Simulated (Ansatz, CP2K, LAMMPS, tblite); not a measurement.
**Amorphous poly(vinyl fluoride) (as short chains C22F10H36) at 300 K (136 atoms): one structure in several programs**

How near do other programs and methods come to a plane-wave reference for amorphous poly(vinyl fluoride) (as short chains C22F10H36) at 300 K (136 atoms)? A plane-wave run serves as the reference.

Program: Ansatz 0.2.0. Level of theory: Kohn-Sham DFT, PBE, PAW, plane waves. Results are calculated unless marked as measured.

## Step 1: The starting structure

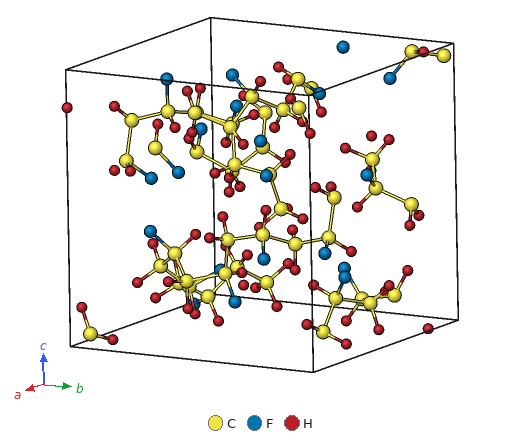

The starting structure, seen slightly off an axis (carbon yellow, fluorine blue, hydrogen red). Bonds to atoms that aren't drawn are left out. Some periodic images of atoms are drawn too.

The cell holds 136 atoms: 44 C, 20 F and 72 H. Its edges and angles: a = 10.781 Å, b = 10.781 Å, c = 10.781 Å, α = 90.0°, β = 90.0°, γ = 90.0°. 2 poly(vinyl fluoride) chains of 10 units with methyl end groups placed at random, at 1.3 g/cm³; overlaps pushed apart, then 20 ps at 800 K with MMFF94 bonds, angles, torsions, charges and radii (Halgren, J. Comput. Chem. 17, 490 (1996)) in harmonic and 12-6 forms. Snapshot after 30 ps at 300 K and fixed volume.

## Step 2: Reference: Ansatz, plane waves

The PAW files are the set soft_2.

input.yaml reads:

```yaml
crystal:
  lattice:
    - [10.78108, 0.0, 0.0]
    - [0.0, 10.78108, 0.0]
    - [0.0, 0.0, 10.78108]
  atoms:
    - { symbol: C, position: [0.23076, 0.35155, 0.11925] }
    - { symbol: C, position: [0.33638, 0.29446, 0.189] }
    - { symbol: C, position: [0.42683, 0.22599, 0.09353] }
    - { symbol: F, position: [0.36238, 0.12866, 0.04527] }
    [... 126 atom lines left out ...]
    - { symbol: H, position: [0.15322, 0.937, 0.40167] }
    - { symbol: H, position: [0.30632, 0.99095, 0.39929] }
    - { symbol: H, position: [0.29709, 0.77032, 0.44327] }
    - { symbol: H, position: [0.23092, 0.68556, 0.63553] }
    - { symbol: H, position: [0.14782, 0.81613, 0.66282] }
    - { symbol: H, position: [0.11069, 0.7169, 0.53554] }
kpoints:
  mp_grid: { grid: [1, 1, 1] }
hamiltonian:
  xc: pbe
scf:
  occupations: { method: fermi_dirac, width: 0.05 }
output:
  forces: true
  eigenvalues: true
  populations: true
  stress: true
```

The run is started by

```
ansatz run input.yaml --threads 4 --pin off --max-ram 8192MiB --backend cpu --events-out ev --progress --plain --runs-dir out
```

Numbers of over 12 decimals in the logs are rounded to 6 here.

What it wrote:

```text
[...]
Pseudopotentials: kind: paw
Pseudopotential: C, paw, valence charge 4, recommended cutoff 420 eV (normal), C.paw.azcp
Pseudopotential: F, paw, valence charge 7, recommended cutoff 420 eV (normal), F.paw.azcp
Pseudopotential: H, paw, valence charge 1, recommended cutoff 420 eV (normal), H.paw.azcp
[... 5 lines on functional and potentials left out ...]
Crystal: 136 atoms, lattice volume = 1253.103 Å³
Basis set: ecut = 420 eV, 24405 PW (Γ), exchange–correlation on 150×150×150 points (8 copies of the dense FFT grid, shifted against one another)
Bands: 330, of which v1, the nominal top of the filled ones, is band 194 counted from 1 (193 counted from 0)
Symmetry: 1 space group operations
Space group: P1 (ITA 1), of the structure as read, at distance tolerance 1.1e-4 Å
k-points: 1
[... 7 lines on functional and potentials left out ...]
Initial density: superposition of atomic densities (neutral atoms: chi_scale 0, normalization atom), corrected by the library's trained network
Initial wavefunctions: pseudopotential atomic-orbital guess
[...]
SCF iter   1: F=—  HF=-28351.499723 eV  |F-HF|=—  |Δ(HF+E_count)|=         —  Δρ=5.20e-3  dr2=3.79e-1  ethr=1.77e-3  ⟨swp⟩=6.0  Hψ=1485  notcnv=0  defer=24
preconditioner: auto → Resta (q_TF=auto, 2.244 Å⁻¹)  ε∞=2.6  [insulator: Δε(μ)=6.208 eV  Ē_g=15.631 eV  σ=0.050 eV  W_gap=1.00  n_scr=250 (ndim 8)  ℏωp=19.6 eV  f_vac=0.230  D(μ)=0.00/eV (n_scr^D=0)  ε∞_Penn≈2.6]
[...]
SCF iter   8: F=—  HF=-28351.443885 eV  |F-HF|=—  |Δ(HF+E_count)|=   1.39e-7  Δρ=6.08e-6  dr2=3.94e-7  ethr=1.22e-9  ⟨swp⟩=2.0  Hψ=392  notcnv=0  defer=131
SCF iter   9: F=-28351.443886 eV  HF=-28351.443886 eV  |F-HF|=1.40e-8  |Δ(HF+E_count)|=   1.61e-7  Δρ=1.76e-6  dr2=3.98e-8  ethr=2.58e-11  ⟨swp⟩=14.0  Hψ=2072  notcnv=0
SCF 1 converged in 9 iterations: F = -28351.443886 eV  dr2 = 3.98e-8
[...]
SCF converged after 9 iterations
Free energy (F): -28351.443886 eV
Harris-Foulkes:  -28351.443886 eV  (|F-HF|=1.40e-8)
Internal energy: -28351.443886 eV  (E = F + TS)
E sigma→0 (E₀):  -28351.443886 eV
Fermi energy:    2.134807 eV
--- Per-component energies (eV) ---
[...]
Σ components = -28351.443886   (vs F -28351.443886, Δ=0.00e0)
--- Forces (eV/Å), atoms counted from 1 ---
  atom   1  C     -1.95080827    -0.98484734     0.63249108
  atom   2  C      1.42385651     1.26845819    -0.83341156
  atom   3  C     -1.71316889     1.30620968     2.14544901
  atom   4  F     -1.60790714    -1.38561058    -1.10603857
[...]
atom 136  H     -0.33488646     0.51955586    -0.13177996
  max |Σ_I F_I| component: 9.81e-5 eV/Å
--- Stress (GPa, compression-positive) ---
        6.665635      -0.322268       0.620536
       -0.322268       5.259687       0.780242
        0.620537       0.780242       5.472264
  P = ⅓ Tr σ = 5.7992 GPa (57.992 kbar)
--- Band table (eV) ---
  k-point 0: bands = ["-24.8979", "-24.8826", "-24.8497", "-24.7790", [... 314 levels ...], "12.4215", "12.4735", "12.5030", "12.5392", "12.6154", "12.6568", "12.7164", "12.7512", "12.8286", "12.8869", "12.9353", "13.0238"]
--- Löwdin populations: 136 sites ---
  site symbol       q [e]
     0      C      4.4446
     1      C      4.2746
     2      C      3.7902
[...]
135      H      0.8084
  spilling = 0.010690 (of n_electrons = 388.000000)
```

Run time: 14 s. Hardware: 4 threads of Arm Neoverse V2, shared host; peak memory 1.5 GiB; 51 s of CPU time.

The run gave:

- free energy: -28351.4439 eV
- free energy per atom: -208.4665 eV/atom
- SCF cycles: 9
- pressure: 5.799 GPa
- r.m.s. force component: 0.9904 eV/Å
- longest force: 4.455 eV/Å
- Fermi energy: 2.135 eV
- gap (highest filled to lowest empty level): 6.168 eV
- spilling of the projection: 0.01069

Length of the force by element:

```
element  coordination  atoms  mean length of the force (eV/Å)  spread  least  most
      C           all     44                             2.11   0.823  0.542  4.46
      F           all     20                             1.95   0.781  0.482  3.49
      H           all     72                            0.947   0.544  0.203  3.93
```

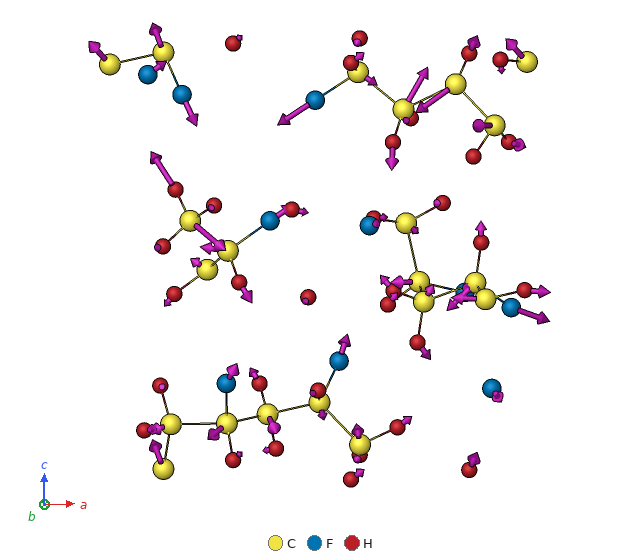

Forces as arrows; the longest in the cell is 4.46 eV/Å. Drawn is a slice 4 Å thick, seen along the normal of the ac plane. Bonds to atoms that aren't drawn are left out.

Löwdin charges by element (they lack the spilled electrons, 0.030 e an atom on average):

```
element  coordination  atoms  mean charge (e)  spread   least    most
      C           all     44          -0.0832   0.274  -0.491   0.232
      F           all     20           -0.288  0.0097  -0.308  -0.266
      H           all     72            0.189  0.0153   0.155   0.230
```

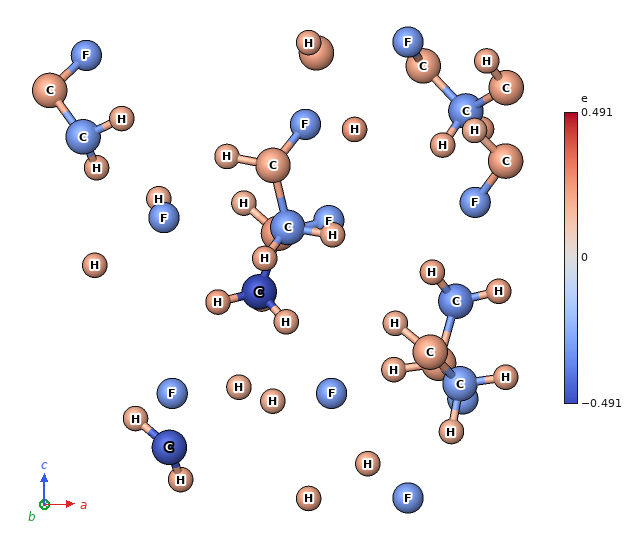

Atoms coloured by Löwdin charge. Drawn is a slice 4 Å thick, seen along the normal of the ac plane. Bonds to atoms that aren't drawn are left out.

The levels nearest the highest filled one (over half full), pooled over k-points and spins:

```
level less the highest filled one (eV)  occupation
                                -0.331           2
                                -0.194           2
                                -0.136           2
                               -0.0858           2
                               -0.0203           2
                                     0           2
                                  6.17           0
                                  6.26           0
                                  6.45           0
                                  6.56           0
                                  6.60           0
                                  6.77           0
```

## Step 3: What was run beside it

The programs:
- CP2K 2026.2: Gaussian basis with GTH pseudopotentials and a plane-wave density; labels give functional, basis (MOLOPT sets; SR short-range, UZH the newer set with its own potentials), grid cutoff/relative cutoff and solver (OT: orbital transformation; TRS4, TC2, SIGN: linear-scaling purification with its sparsity filter), or its built-in tight binding.
- tblite 0.8.0: extended tight binding, driven from Python.

All use the same cell and atoms; the electronic-structure runs use the same k-mesh, and an electronic temperature of 580 K (0.05 eV) where levels are smeared.

Differences are against the plane-wave reference, forces as r.m.s. over components; share is that over the reference's r.m.s. force, slope the least-squares factor from reference forces to these. Total energies of different programs have different zeros and aren't compared.

```
                                                                     run  Δ force, r.m.s. (meV/Å)  share (%)  slope  Δ pressure (GPa)  Δ gap (eV)  cores  CPU time  memory (GiB)
                                                               reference                        -          -      -                 -           -      4      51 s           1.5
                                          CP2K GFN1-xTB, diagonalisation                      396       40.0  0.771             -3.66           -      1     6.2 s          0.25
             CP2K PBE+rVV10L, DZVP-MOLOPT-SR, 600/50 Ry, diagonalisation                      153       15.5  1.081             0.209        1.07      2    10 min           5.8
           CP2K PBE, DZVP-MOLOPT-SR, 210/50 Ry, diagonalisation (coarse)                      677       68.3  1.132             0.813        1.15      2   4.5 min          0.94
           CP2K PBE, DZVP-MOLOPT-SR, 420/50 Ry, diagonalisation (coarse)                      165       16.7  1.072             0.715        1.15      2   4.8 min           1.9
                            CP2K PBE, DZVP-MOLOPT-SR, 600/50 Ry, OT DIIS                      150       15.1  1.075             0.652        1.15      4    10 min           2.7
                    CP2K PBE, DZVP-MOLOPT-SR, 600/50 Ry, diagonalisation                      150       15.1  1.075             0.652        1.16      4   5.9 min           4.0
CP2K PBE, SZV-MOLOPT-SR, 600/50 Ry, TC2 filter 1e-07, SCF 1e-07 (coarse)                     1579        159  1.857              7.88           -      2      92 s           1.6
            CP2K PBE, SZV-MOLOPT-SR, 600/50 Ry, diagonalisation (coarse)                     1578        159  1.856              7.88        2.87      2   3.2 min           2.9
                                                         tblite GFN1-xTB                      398       40.1  0.770             -3.64           -      1     2.5 s          0.17
```

Rows marked coarse were listed beforehand as settings not expected to be converged; some can still land near the reference.

CPU time is summed over cores on a shared host, where runs went side by side, so it is rough. Symmetry, cutoffs, thresholds, outputs and thread counts weren't matched or tuned between programs; memory under MPI is the largest rank's times the ranks.

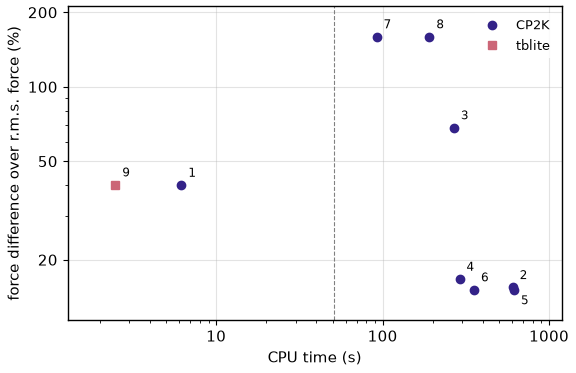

Force difference against CPU time; the dashed line marks the reference's time. Points: 1 CP2K GFN1-xTB, diagonalisation; 2 CP2K PBE+rVV10L, DZVP-MOLOPT-SR, 600/50 Ry, diagonalisation; 3 CP2K PBE, DZVP-MOLOPT-SR, 210/50 Ry, diagonalisation; 4 CP2K PBE, DZVP-MOLOPT-SR, 420/50 Ry, diagonalisation; 5 CP2K PBE, DZVP-MOLOPT-SR, 600/50 Ry, OT DIIS; 6 CP2K PBE, DZVP-MOLOPT-SR, 600/50 Ry, diagonalisation; 7 CP2K PBE, SZV-MOLOPT-SR, 600/50 Ry, TC2 filter 1e-07, SCF 1e-07; 8 CP2K PBE, SZV-MOLOPT-SR, 600/50 Ry, diagonalisation; 9 tblite GFN1-xTB.

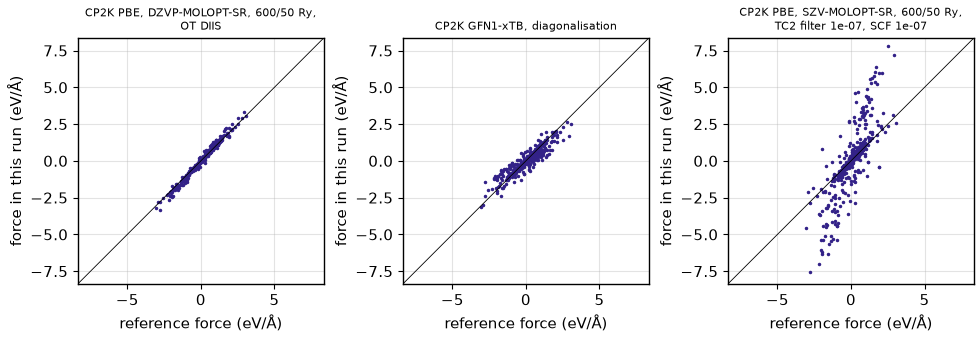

Force components against those of the reference; the line marks equality.

Mean charges by element (e), by run and scheme:

```
                                                        run     scheme      C      F      H
                                                  reference     Löwdin  -0.08  -0.29  +0.19
                             CP2K GFN1-xTB, diagonalisation   Mulliken  +0.06  -0.29  +0.05
CP2K PBE+rVV10L, DZVP-MOLOPT-SR, 600/50 Ry, diagonalisation   Mulliken  -0.06  -0.16  +0.08
CP2K PBE+rVV10L, DZVP-MOLOPT-SR, 600/50 Ry, diagonalisation  Hirshfeld  -0.03  -0.06  +0.04
       CP2K PBE, DZVP-MOLOPT-SR, 420/50 Ry, diagonalisation   Mulliken  -0.06  -0.16  +0.08
       CP2K PBE, DZVP-MOLOPT-SR, 420/50 Ry, diagonalisation  Hirshfeld  -0.03  -0.06  +0.04
               CP2K PBE, DZVP-MOLOPT-SR, 600/50 Ry, OT DIIS   Mulliken  -0.06  -0.16  +0.08
               CP2K PBE, DZVP-MOLOPT-SR, 600/50 Ry, OT DIIS  Hirshfeld  -0.03  -0.06  +0.04
       CP2K PBE, DZVP-MOLOPT-SR, 600/50 Ry, diagonalisation   Mulliken  -0.06  -0.16  +0.08
       CP2K PBE, DZVP-MOLOPT-SR, 600/50 Ry, diagonalisation  Hirshfeld  -0.03  -0.06  +0.04
                                            tblite GFN1-xTB   Mulliken  +0.06  -0.29  +0.05
```

The reference's Löwdin charges lack the electrons that the projection spills, 0.030 e an atom on average.

Within one program, basis, potentials and functional, energies share a zero. Each run against its twin at the usual cutoff or grid and solver:

```
                                                            run                                        twin  Δ energy (meV/atom)  Δ force, r.m.s. (meV/Å)         CPU time over the twin's
           CP2K PBE, DZVP-MOLOPT-SR, 210/50 Ry, diagonalisation  DZVP-MOLOPT-SR, 600/50 Ry, diagonalisation                -9.33                      651  0.76 (this twin ran on 4 cores)
           CP2K PBE, DZVP-MOLOPT-SR, 420/50 Ry, diagonalisation  DZVP-MOLOPT-SR, 600/50 Ry, diagonalisation                -1.53                      108  0.82 (this twin ran on 4 cores)
                   CP2K PBE, DZVP-MOLOPT-SR, 600/50 Ry, OT DIIS  DZVP-MOLOPT-SR, 600/50 Ry, diagonalisation               3.0e-4                     0.14                              1.7
CP2K PBE, SZV-MOLOPT-SR, 600/50 Ry, TC2 filter 1e-07, SCF 1e-07   SZV-MOLOPT-SR, 600/50 Ry, diagonalisation              -0.0018                    0.762                             0.48
```

## Step 4: Summary of results

```yaml
reference_r_m_s_force_component: 0.990 eV/Å
nearest_in_forces: a tie at 15 % of 3 runs: CP2K PBE+rVV10L, DZVP-MOLOPT-SR, 600/50 Ry, diagonalisation; CP2K PBE, DZVP-MOLOPT-SR, 600/50 Ry, OT DIIS; CP2K PBE, DZVP-MOLOPT-SR, 600/50 Ry, diagonalisation
farthest_in_forces: a tie at 159 % of 2 runs: CP2K PBE, SZV-MOLOPT-SR, 600/50 Ry, TC2 filter 1e-07, SCF 1e-07 (coarse); CP2K PBE, SZV-MOLOPT-SR, 600/50 Ry, diagonalisation (coarse)
cheapest_electronic_structure_run_beside_the_reference: tblite GFN1-xTB, 2.5 s of CPU time
```

**Reading.** The PBE runs in local orbitals, coarse settings apart, differ by 15 % in each run; basis, grid and potentials can all enter. Tight binding differs by 40 % in each run; it is another model, with fitted parameters of its own, and the xTB methods hold dispersion. Rows with another functional or a dispersion term differ by 15 % (CP2K PBE+rVV10L, DZVP-MOLOPT-SR, 600/50 Ry, diagonalisation), which mixes the change of model with differences of basis and potentials. Runs with settings chosen to be coarse differ by 17 % (CP2K PBE, DZVP-MOLOPT-SR, 420/50 Ry, diagonalisation) to 159 % (CP2K PBE, SZV-MOLOPT-SR, 600/50 Ry, TC2 filter 1e-07, SCF 1e-07), their programs' other errors included. Of the electronic-structure runs that take under half the reference's CPU time, CP2K GFN1-xTB, diagonalisation is among the nearest, at 40 % in 6.2 s against 51 s; its pressure misses by -3.7 GPa. At the same functional, gaps differ from the reference's 6.17 eV by between +1.15 and +2.87 eV. A likely cause of the wide gaps: compact atomic orbitals describe empty levels worse than filled ones. In pressure, CP2K PBE, SZV-MOLOPT-SR, 600/50 Ry, diagonalisation misses by +7.9 GPa, at the same functional. Charges hang on model, scheme and program or settings: among these rows the mean for F runs from -0.29 to -0.06 e. In the reference: filled and empty levels are parted by 6.17 eV (at Γ alone); a semilocal functional tends to put such gaps too low. In a disordered cell it changes from sample to sample, and tail or defect levels can set it. In the reference: mean Löwdin charges: C -0.08, F -0.29, H +0.19 e (they miss 1.1 % of the electrons, so they add up to more than the cell's charge). Periodic xTB results under one method name differ between programs and library versions. The network of contacts between molecules at the start is that of the classical potential that made the cell, and needn't be the one that DFT or experiment would give. The reference's PBE has no dispersion term, which matters for the binding between molecules or layers. The density was typed from a rule of thumb and may lie off the real one at this temperature. The electronic-structure runs sample only Γ, in a cell whose shortest periodic width is 11 Å.

[Also dropped from logs without a mark: logging warnings of Python, and SIESTA's first energy breakdown and zero terms.]

[Logs are printed without paths, hosts, clocks, repeated set-up lines and the standing remarks that a program may print on its own settings, such as how far it seeks lower states.]

[Hosts, paths, dates, database ids (printed as entryN), source tags and the programs' standing remarks are cut or masked in the printed files.]

[The MMFF94 radii named for the starting cell were scaled by 0.96; in molecules described by MMFF94, hydrogen bound to N, O or S took a small fixed 12-6 site in their place.]
